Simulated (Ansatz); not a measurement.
# doublet NaCl+: levels of theory compared

Wanted: a comparison of 6 runs (U-revPBE/STO-3G, U-wB97M-V/STO-3G, UB2PLYP/STO-3G, USVWN5/STO-3G, RPA@PBE/STO-3G, UBCCD(T)/STO-3G) of doublet NaCl+. 

The results are computed with Ansatz 0.2.0.

27 further runs of the same task are left out: 3 that didn't finish, 24 set aside as unsound or not needed.

## Step 1: Starting point

NaCl+ has 2 atoms, charge +1, and is taken as a doublet. As SMILES of the parent species, `[Na][Cl]`. The shape is that of a PBE0-D4/def2-TZVP optimisation. That shape belongs to the parent species and isn't relaxed for this state.

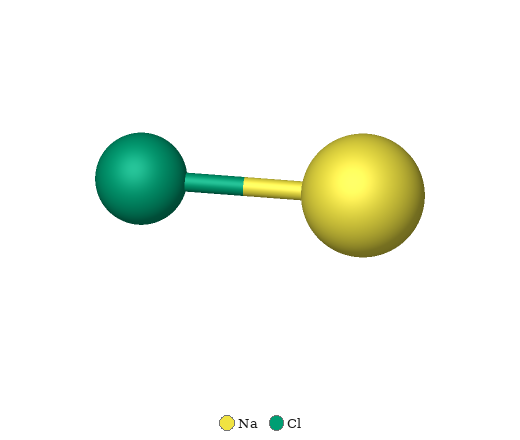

Viewed from a chosen angle; sodium yellow, chlorine teal.

## Step 2: A single-point energy at U-revPBE/STO-3G (run 1)

run.yaml

```yaml
crystal:
  periodic: [false, false, false]
  atoms:
    - {symbol: Na, position_ang: [-0.989600, 0.304100, -0.517000]}
    - {symbol: Cl, position_ang: [1.019100, -0.364200, 0.521000]}
basis:
  gaussian:
    orbitals: STO-3G
total_charge: 1
magnetization:
  spin_polarized: true
  initial_magnetization: 1
hamiltonian:
  xc: {name: revPBE}
accuracy: high
```

Run with:

```sh
$ ansatz run run.yaml --threads 1 --pin off --max-ram 2610MiB --events-out events.jsonl --progress --plain --runs-dir runs
```

What it wrote:

```text
Warning: RAYON_NUM_THREADS=1 ignored (pool sized by the plan → 1); use --threads N
Functional definition: revPBE
  name "revPBE"
  parameter kappa = 1.245
  parameter beta = 0.06672455060314922
  exchange = pbe_x(kappa = kappa, mu = beta*pi^2/3)
  correlation = pbe_c(beta = beta)
293 factors; integrals over basis functions are off by at most 5.8e-9 eV
mean field evaluation 1: about -16738.6577 eV, gradient 1.2e1 eV
mean field evaluation 2: about -16739.0737 eV, gradient 8.4e0 eV
mean field evaluation 4: about -16739.3242 eV, gradient 1.4e-2 eV
mean field evaluation 8: about -16739.3211 eV, gradient 3.2e-4 eV
mean field evaluation 16: about -16739.3201 eV, gradient 3.3e-1 eV
mean field evaluation 32: about -16739.2849 eV, gradient 8.3e-1 eV
mean field -16739.32108593 eV, -615.1587035884 hartree, gradient 5.4e-8 eV, S^2 0.750113; 5 other end points of the search recorded, 0 dependent functions left out
reference -16739.32108780 eV, -615.1587036573 hartree; 14, 13 occupied and 4, 5 virtual orbitals, 293 factors
Total energy: -16739.32108780 eV, -615.1587036573 hartree
```

Run time: 1.6 s. Hardware: 1 thread of Intel Xeon 6975P-C (Granite Rapids), shared host; peak memory 0.14 GiB.

## Step 3: The energy at U-wB97M-V/STO-3G (run 2)

in.yaml

```yaml
crystal:
  periodic: [false, false, false]
  atoms:
    - {symbol: Na, position_ang: [-0.989600, 0.304100, -0.517000]}
    - {symbol: Cl, position_ang: [1.019100, -0.364200, 0.521000]}
basis:
  gaussian: {orbitals: STO-3G}
total_charge: 1
magnetization: {spin_polarized: true, initial_magnetization: 1}
hamiltonian: {xc: {name: wB97M-V}}
accuracy: high
```

Run with:

```sh
$ ansatz run in.yaml --threads 1 --pin off --max-ram 2610MiB --events-out events.jsonl --progress --plain --runs-dir runs
```

What it wrote, cut to the lines that bear on the results:

```text
Warning: RAYON_NUM_THREADS=1 ignored (pool sized by the plan → 1); use --threads N
Functional definition: wB97M-V
  name "wB97M-V"
[...]
  gx(w, u) = 1 - cx + cx01*u + cx10*w
  gss(w, u) = css00 + css04*u^4 + css10*w + css20*w^2 + css43*w^4*u^3
  gos(w, u) = cos00 + cos10*w + (cos20 + cos21*u)*w^2 + (cos60 + cos61*u)*w^6
[...]
      + integral(e_c_pw_mod_opposite_spin*gos(b97_w_opposite, b97_u_opposite)) + vv10(b, c)
293 factors; integrals over basis functions are off by at most 5.8e-9 eV
115 factors; integrals over basis functions are off by at most 1.5e-9 eV
[...]
mean field -16744.79405376 eV, -615.3598314467 hartree, gradient 5.8e-9 eV, S^2 0.750098; 1 other end points of the search recorded, 0 dependent functions left out
reference -16744.79405558 eV, -615.3598315134 hartree; 14, 13 occupied and 4, 5 virtual orbitals, 293 factors
Total energy: -16744.79405558 eV, -615.3598315134 hartree
```

It took 14 s on 1 thread of Intel Xeon 6975P-C (Granite Rapids), shared host; peak memory 0.52 GiB.

Run 3 isn't shown in full; the table further down has it.

## Step 4: The energy at USVWN5/STO-3G (run 4)

in.yaml

```yaml
crystal:
  periodic: [false, false, false]
  atoms:
    - symbol: Na
      position_ang: [-0.989600, 0.304100, -0.517000]
    - symbol: Cl
      position_ang: [1.019100, -0.364200, 0.521000]
basis:
  gaussian: {orbitals: STO-3G}
total_charge: 1
magnetization: {spin_polarized: true, initial_magnetization: 1}
hamiltonian: {xc: {name: SVWN5}}
accuracy: high
```

Run with:

```sh
$ ansatz run in.yaml --threads 1 --pin off --max-ram 2610MiB --events-out events.jsonl --progress --plain --runs-dir runs
```

What it wrote:

```text
Warning: RAYON_NUM_THREADS=1 ignored (pool sized by the plan → 1); use --threads N
Functional definition: SVWN5
  name "SVWN5"
  exchange = slater_x
  correlation = vwn5_c
293 factors; integrals over basis functions are off by at most 5.8e-9 eV
mean field evaluation 1: about -16676.5441 eV, gradient 1.4e1 eV
mean field evaluation 2: about -16677.0137 eV, gradient 1.0e1 eV
mean field evaluation 4: about -16677.3763 eV, gradient 2.9e-1 eV
mean field evaluation 8: about -16677.3725 eV, gradient 2.9e-1 eV
mean field evaluation 16: about -16676.5441 eV, gradient 1.4e1 eV
mean field evaluation 32: about -16677.3735 eV, gradient 4.5e-8 eV
mean field -16677.37353936 eV, -612.8821732418 hartree, gradient 9.0e-8 eV, S^2 0.750116; 6 other end points of the search recorded, 0 dependent functions left out
reference -16677.37354080 eV, -612.8821732948 hartree; 14, 13 occupied and 4, 5 virtual orbitals, 293 factors
Total energy: -16677.37354080 eV, -612.8821732948 hartree
```

Run time: 1.1 s. Hardware: 1 thread of Intel Xeon 6975P-C (Granite Rapids), shared host; peak memory 0.12 GiB.

Run 5 isn't shown in full; the table further down has it.

## Step 5: The energy at UBCCD(T)/STO-3G (run 6)

run.yaml

```yaml
crystal:
  periodic: [false, false, false]
  atoms:
    - {symbol: Na, position_ang: [-0.989600, 0.304100, -0.517000]}
    - {symbol: Cl, position_ang: [1.019100, -0.364200, 0.521000]}
basis:
  gaussian: {orbitals: STO-3G}
accuracy: high
magnetization: {spin_polarized: true, initial_magnetization: 1}
total_charge: 1
correlation: {method: bccd_t, frozen_orbitals: {Cl: 5, Na: 1}}
scf: {omitted_lower_state_checks: [cluster_reference, increment]}
```

Run with:

```sh
$ ansatz run run.yaml --threads 1 --pin off --max-ram 2610MiB --events-out events.jsonl --progress --plain --runs-dir runs
```

What it wrote, cut to the lines that bear on the results:

```text
Warning: RAYON_NUM_THREADS=1 ignored (pool sized by the plan → 1); use --threads N
Functional definition: HF
  name "HF"
[...]
293 factors; integrals over basis functions are off by at most 5.8e-9 eV
[...]
mean field -16717.02011239 eV, -614.3391579271 hartree, gradient 9.3e-9 eV, S^2 0.750269; 8 other end points of the search recorded, 0 dependent functions left out
6 core orbitals not correlated: weight in the atoms' cores, before any rotation towards them, 1.000 or more for the frozen orbitals, at most 0.000 for the correlated occupied ones
reference -16717.02011239 eV, -614.3391579271 hartree; 8, 7 occupied and 4, 5 virtual orbitals, 293 factors
second order -1.07489846 eV of doubles, -0.00000000 eV of singles
cycle   1  -1.07353827 eV  change    1.4e-3 eV  update   2.4e-2
[...]
cycle  15  -1.10154629 eV  change   5.5e-11 eV  update  5.8e-10
perturbative correction -0.05391039 eV, -0.0019811702 hartree
Total energy: -16718.17556907 eV, -614.3816201769 hartree
Checks for a lower state left out: cluster_reference, increment
```

It took 0.4 s on 1 thread of Intel Xeon 6975P-C (Granite Rapids), shared host.

## Step 6: All runs side by side

```csv
run,level,frozen core orbitals,energy (Eh),⟨S²⟩,wall time
1,U-revPBE/STO-3G,–,-615.158704,0.750,1.6 s
2,U-wB97M-V/STO-3G,–,-615.359832,0.750,14 s
3,UB2PLYP/STO-3G,6,-615.043467,0.750,1.7 s
4,USVWN5/STO-3G,–,-612.882173,0.750,1.1 s
5,RPA@PBE/STO-3G,6,-614.424732,0.750,2.2 s
6,UBCCD(T)/STO-3G,6,-614.381620,0.750,0.4 s
```

## Step 7: Outcome

| quantity | value |
| --- | --- |
| run 6: total energy | -614.38162 Eh |
| run 6: correlation energy (6 core orbitals frozen) | -42.5 mEh |
| run 6: (T) correction | -1.98 mEh |
| run 6: ⟨S²⟩ of the reference determinant | 0.750 |

**Reading.** Totals of different functionals can't be ranked against each other. In runs 1, 2, 3, 4, 5, 6 the basis is minimal, so the values are rough. All runs together took 21 s, the longest 14 s.
